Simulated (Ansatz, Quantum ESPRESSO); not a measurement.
# Ba2C (Fm-3m): zone-centre phonons, part 2 of 3

Which modes does Ba2C (Fm-3m) have at the zone centre?

Quantum ESPRESSO 8.0 development, patched; DFT LDA, scalar-relativistic, plane waves, PseudoDojo norm-conserving pseudopotentials.

So far. Step 2 (A probe with smearing): No gap opens on this mesh, so smearing is kept; the start stands at -7.2 GPa. Step 4 (Self-consistent run for the response): The cell stands at -0.078 GPa, close enough for phonons. The relaxed cell has a = 6.846 Å (conventional setting).

The structure was built from a prototype and need not be the compound's stable phase.

## 5. Zone-centre response

At q = 0 one unit cell holds all displacements; symmetry groups them into irreducible representations that are solved one by one. With smeared occupations no response to a homogeneous field can be asked.

ph.in

```
phonons
 &inputph
    prefix='x',
    outdir='./tmp',
    fildyn='g.dyn',
    tr2_ph=1.0d-18,
    alpha_mix(1)=0.4,
    nmix_ph=8,
 /
0.000000000000 0.000000000000 0.000000000000
```

Started as:

```bash
$ OMP_NUM_THREADS=1 mpirun -n 4 ph.x -nk 4 -in ph.in > ph.out
```

Output:

```text
[banners, grids, parts of the stress and lines that vanish by symmetry left out]
[banner, memory and clock lines left out]
Program PHONON v.8.0dev

     Dynamical matrices for q-points given in input
     (   1q-points):
       N         xq(1)         xq(2)         xq(3)
       1   0.000000000   0.000000000   0.000000000

     ./tmp/x.save/

     IMPORTANT: XC functional enforced from input :
     Exchange-correlation= PW
                           (   1   4   0   0   0   0   0)
     Any further DFT definition will be discarded
     Please, verify this is what you really want

     G-vector sticks info

     Reading collected, re-writing distributed wavefunctions in ./tmp/

     Number and degeneracy of irreps per q-point
       N         xq(1)         xq(2)         xq(3)   N irreps
       1   0.000000000   0.000000000   0.000000000       3
        3   3   3

     Calculation of q =    0.0000000   0.0000000   0.0000000

     phonons

     bravais-lattice index     =            2
     lattice parameter (alat)  =      12.9365  a.u.
     unit-cell volume          =     541.2449 (a.u.)^3
     number of atoms/cell      =            3
     number of atomic types    =            2
     kinetic-energy cut-off    =      74.0000  Ry
     charge density cut-off    =     296.0000  Ry
     convergence threshold     =      1.0E-18
     beta                      =       0.4000
     number of iterations used =            8
     Exchange-correlation= PW
                           (   1   4   0   0   0   0   0)

     celldm(1)=   12.93653  celldm(2)=    0.00000  celldm(3)=    0.00000
     celldm(4)=    0.00000  celldm(5)=    0.00000  celldm(6)=    0.00000

     crystal axes: (cart. coord. in units of alat)
               a(1) = ( -0.5000  0.0000  0.5000 )
               a(2) = (  0.0000  0.5000  0.5000 )
               a(3) = ( -0.5000  0.5000  0.0000 )

     reciprocal axes: (cart. coord. in units 2 pi/alat)
               b(1) = ( -1.0000 -1.0000  1.0000 )
               b(2) = (  1.0000  1.0000  1.0000 )
               b(3) = ( -1.0000  1.0000 -1.0000 )

     Atoms inside the unit cell:

     Cartesian axes

     site n.  atom      mass           positions (alat units)
        1  Ba    137.3270   tau(    1) = (   -0.75000    0.75000    0.75000  )
        2  Ba    137.3270   tau(    2) = (   -0.25000    0.25000    0.25000  )
        3  C      12.0110   tau(    3) = (    0.00000    0.00000    0.00000  )

     Computing dynamical matrix for
                    q = (   0.0000000   0.0000000   0.0000000 )

     49 Sym.Ops. (with q -> -q+G )

     G cutoff = 1254.7808  (  46367 G-vectors)     FFT grid: ( 54, 54, 54)

     number of k points=    29  Marzari-Vanderbilt smearing, width (Ry)=  0.0200
                       cart. coord. in units 2pi/alat
        k(    1) = (   0.0000000   0.0000000   0.0000000), wk =   0.0039062
        k(    2) = (  -0.1250000   0.1250000  -0.1250000), wk =   0.0312500
        k(    3) = (  -0.2500000   0.2500000  -0.2500000), wk =   0.0312500
        [... further k-points left out ...]

     PseudoPot. # 1 for Ba read from file:
     ./pseudo/Ba.upf
     Pseudo is Norm-conserving + core correction, Zval = 10.0
     Using radial grid of 1912 points,  6 beta functions with:
                l(1) =   0
                l(2) =   0
                l(3) =   1
                l(4) =   1
                l(5) =   2
                l(6) =   2

     PseudoPot. # 2 for C  read from file:
     ./pseudo/C.upf
     Pseudo is Norm-conserving + core correction, Zval =  4.0
     Using radial grid of 1234 points,  4 beta functions with:
                l(1) =   0
                l(2) =   0
                l(3) =   1
                l(4) =   1

     Mode symmetry, O_h (m-3m)  point group:

     Atomic displacements:
     There are    3 irreducible representations

     Representation     1      3 modes -  To be done

     Representation     2      3 modes -  To be done

     Representation     3      3 modes -  To be done

     Alpha used in Ewald sum =   2.8000

     Representation #   1 modes #   1   2   3

     Self-consistent Calculation

     The passes end when |ddv_scf|^2 is under  3.5E-20 (on this mesh; tr2_ph alone asks  1.0E-18)
      iter #   1   av.it.:   6.0
      thresh= 1.000E-02 alpha_mix =  0.400 |ddv_scf|^2 =  2.315E-07
      iter #   2   av.it.:  11.6
      thresh= 4.812E-05 alpha_mix =  0.400 |ddv_scf|^2 =  4.749E-09
      iter #   3   av.it.:  11.7
      thresh= 6.891E-06 alpha_mix =  0.400 |ddv_scf|^2 =  2.709E-10
      iter #   4   av.it.:  12.4
      thresh= 1.646E-06 alpha_mix =  0.400 |ddv_scf|^2 =  1.447E-12
      iter #   5   av.it.:  12.7
      thresh= 1.203E-07 alpha_mix =  0.400 |ddv_scf|^2 =  7.916E-14
      iter #   6   av.it.:  12.6
      thresh= 2.814E-08 alpha_mix =  0.400 |ddv_scf|^2 =  3.899E-15
      iter #   7   av.it.:  12.7
      thresh= 6.244E-09 alpha_mix =  0.400 |ddv_scf|^2 =  2.425E-17
      iter #   8   av.it.:  12.8
      thresh= 4.924E-10 alpha_mix =  0.400 |ddv_scf|^2 =  1.557E-18
      iter #   9   av.it.:  12.6
      thresh= 1.248E-10 alpha_mix =  0.400 |ddv_scf|^2 =  7.045E-20
      iter #  10   av.it.:  12.7
      thresh= 2.654E-11 alpha_mix =  0.400 |ddv_scf|^2 =  9.402E-22

     End of self-consistent calculation

     Convergence has been achieved

     Representation #   2 modes #   4   5   6

     Self-consistent Calculation

     The passes end when |ddv_scf|^2 is under  3.5E-20 (on this mesh; tr2_ph alone asks  1.0E-18)
      iter #   1   av.it.:   4.9
      thresh= 1.000E-02 alpha_mix =  0.400 |ddv_scf|^2 =  7.018E-08
      iter #   2   av.it.:  11.6
      thresh= 2.649E-05 alpha_mix =  0.400 |ddv_scf|^2 =  1.898E-09
      iter #   3   av.it.:  11.7
      thresh= 4.356E-06 alpha_mix =  0.400 |ddv_scf|^2 =  6.457E-11
      iter #   4   av.it.:  12.5
      thresh= 8.036E-07 alpha_mix =  0.400 |ddv_scf|^2 =  1.464E-12
[...]
End of self-consistent calculation

     Convergence has been achieved

     Representation #   3 modes #   7   8   9

     Self-consistent Calculation

     The passes end when |ddv_scf|^2 is under  3.5E-20 (on this mesh; tr2_ph alone asks  1.0E-18)
[...]
iter #   4   av.it.:  12.2
      thresh= 1.399E-06 alpha_mix =  0.400 |ddv_scf|^2 =  1.114E-11
      iter #   5   av.it.:  12.4
      thresh= 3.338E-07 alpha_mix =  0.400 |ddv_scf|^2 =  1.178E-13
      iter #   6   av.it.:  12.4
      thresh= 3.432E-08 alpha_mix =  0.400 |ddv_scf|^2 =  1.006E-14
      iter #   7   av.it.:  12.5
      thresh= 1.003E-08 alpha_mix =  0.400 |ddv_scf|^2 =  7.383E-17
      iter #   8   av.it.:  12.9
      thresh= 8.593E-10 alpha_mix =  0.400 |ddv_scf|^2 =  1.330E-18
      iter #   9   av.it.:  12.4
      thresh= 1.153E-10 alpha_mix =  0.400 |ddv_scf|^2 =  1.699E-19
      iter #  10   av.it.:  12.3
      thresh= 4.122E-11 alpha_mix =  0.400 |ddv_scf|^2 =  9.342E-21

     End of self-consistent calculation

     Convergence has been achieved

     Number of q in the star =    1
     List of q in the star:
          1   0.000000000   0.000000000   0.000000000

     Diagonalizing the dynamical matrix

     q = (    0.000000000   0.000000000   0.000000000 )

 **************************************************************************
     freq (    1) =       0.009794 [THz] =       0.326707 [cm-1]
     freq (    2) =       0.009794 [THz] =       0.326707 [cm-1]
     freq (    3) =       0.009794 [THz] =       0.326707 [cm-1]
     freq (    4) =       2.120599 [THz] =      70.735573 [cm-1]
     freq (    5) =       2.120599 [THz] =      70.735573 [cm-1]
     freq (    6) =       2.120599 [THz] =      70.735573 [cm-1]
     freq (    7) =       7.216673 [THz] =     240.722297 [cm-1]
     freq (    8) =       7.216673 [THz] =     240.722297 [cm-1]
     freq (    9) =       7.216673 [THz] =     240.722297 [cm-1]
 **************************************************************************

     Mode symmetry, O_h (m-3m)  point group:

     freq (   1-   3) =          0.3  [cm-1]   --> T_1u G_15  G_4- I
     freq (   4-   6) =         70.7  [cm-1]   --> T_2g G_25' G_5+ R
     freq (   7-   9) =        240.7  [cm-1]   --> T_1u G_15  G_4- I
```

Wall time 7.3 min (4 MPI ranks of Arm Neoverse V2, shared host); 29 min of CPU time.

This step gave:

- largest acoustic frequency at the zone centre before the sum rule: 0.33 cm⁻¹
- highest optical zone-centre mode (no LO-TO term): 240.7 cm⁻¹
- lowest optical zone-centre mode: 70.74 cm⁻¹

The acoustic modes at Γ come out as far as 0.3 cm⁻¹ from zero, where they should vanish, a small numerical error.

## 6. Zone-centre analysis

A rigid shift of the crystal must cost nothing, but grids and finite bases break this; the acoustic sum rule is imposed before the matrix is diagonalised again.

dynmat.in

```
 &input
    fildyn='g.dyn',
    asr='simple',
    fileig='dynmat.eig',
 /
```

Started as:

```bash
$ dynmat.x -in dynmat.in > dynmat.out
```

Output:

```text
[banner, memory and clock lines left out]
Program DYNMAT v.8.0dev

     Reading Dynamical Matrix from file g.dyn
     ...Force constants read
     ...epsilon and Z* not read (not found on file)
     A direction for q was not specified:TO-LO splitting will be absent

     Polarizability (A^3 units)
     multiply by 1.000000 for Clausius-Mossotti correction (not under assume_isolated = 'mt')
         0.000000    0.000000    0.000000
         0.000000    0.000000    0.000000
         0.000000    0.000000    0.000000

     IR activities are in (D/A)^2/amu units

# mode   [cm-1]    [THz]      IR
    1     -0.00   -0.0000    0.0000
    2     -0.00   -0.0000    0.0000
    3      0.00    0.0000    0.0000
    4     70.74    2.1206    0.0000
    5     70.74    2.1206    0.0000
    6     70.74    2.1206    0.0000
    7    240.72    7.2165    0.0000
    8    240.72    7.2165    0.0000
    9    240.72    7.2165    0.0000

[end of the log left out, with the tail of the file of modes that dynmat.x writes under the same name]
```

It took 0.46 s on 1 thread.

Unit eigenvectors of the mass-weighted matrix after the sum rule; no LO-TO term. The modes at Γ (shares of kinetic energy by element, %):

| mode | frequency (cm⁻¹) | symmetry | Ba % | C % |
| --- | --- | --- | --- | --- |
| 1 | 0.0 | acoustic | 96 | 4 |
| 2 | 0.0 | acoustic | 96 | 4 |
| 3 | 0.0 | acoustic | 96 | 4 |
| 4 | 70.7 | T2g | 100 | 0 |
| 5 | 70.7 | T2g | 100 | 0 |
| 6 | 70.7 | T2g | 100 | 0 |
| 7 | 240.7 | T1u | 4 | 96 |
| 8 | 240.7 | T1u | 4 | 96 |
| 9 | 240.7 | T1u | 4 | 96 |

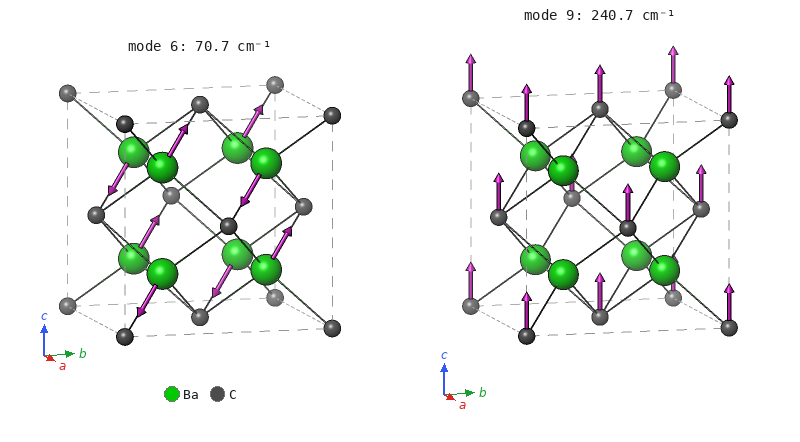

Displacement patterns of modes 6 and 9 at Γ; arrows are exaggerated. Some periodic images of atoms are drawn too.

The rule moves no optical mode by more than 0.1 cm⁻¹.

## 7. Sum rules set otherwise: a sum rule for molecules or wires on a crystal

This rule also removes rotations, which suits wires and not a crystal; it is tried to see the harm.

dynmat.in

```
 &input
    fildyn='g.dyn',
    asr='one-dim',
    fileig='dynmat.eig',
 /
```

Started as:

```bash
$ dynmat.x -in dynmat.in > dynmat.out
```

Output:

```text
[banner, memory and clock lines left out]
Program DYNMAT v.8.0dev

     Reading Dynamical Matrix from file g.dyn
     ...Force constants read
     ...epsilon and Z* not read (not found on file)
asr rotation axis in 1D system=    3
     For the rotational sum rules    2 atoms are taken in another cell, next to their neighbours
     Acoustic Sum Rule: || Z*(ASR) - Z*(orig)|| =    0.000000E+00
     Acoustic Sum Rule: ||dyn(ASR) - dyn(orig)||=    5.200596E-02
     A direction for q was not specified:TO-LO splitting will be absent

     Polarizability (A^3 units)
     multiply by 1.000000 for Clausius-Mossotti correction (not under assume_isolated = 'mt')
         0.000000    0.000000    0.000000
         0.000000    0.000000    0.000000
         0.000000    0.000000    0.000000

     IR activities are in (D/A)^2/amu units

# mode   [cm-1]    [THz]      IR
    1     -0.00   -0.0000    0.0000
    2     -0.00   -0.0000    0.0000
    3      0.00    0.0000    0.0000
    4      0.00    0.0000    0.0000
    5     70.74    2.1206    0.0000
    6     70.74    2.1206    0.0000
    7    240.72    7.2166    0.0000
    8    240.72    7.2166    0.0000
    9    240.72    7.2166    0.0000

[end of the log left out, with the tail of the file of modes that dynmat.x writes under the same name]
```

It took 0.46 s on 1 thread.

The run ended normally, but on settings that are not sound.

The fault: a sum rule for molecules or wires on a crystal; 1 optical mode is projected out to zero frequency, as if it were a rotation.

For a crystal the rule has to be 'simple' or 'crystal'.

Zone-centre frequencies as printed; negative means imaginary. Modes:

| mode | frequency (cm⁻¹) |
| --- | --- |
| 1 | 0 |
| 2 | 0 |
| 3 | 0 |
| 4 | 0 |
| 5 | 70.74 |
| 6 | 70.74 |
| 7 | 240.7 |
| 8 | 240.7 |
| 9 | 240.7 |

(Part 2 of 3 ends here.)

[Host names and launcher messages were left out of these logs when they were recorded.]

[Logs are printed without paths, hosts, clocks, repeated set-up lines and the standing remarks that a program may print on its own settings, such as how far it seeks lower states.]

[Hosts, paths, dates, database ids (printed as entryN), source tags and the programs' standing remarks are cut or masked in the printed files.]
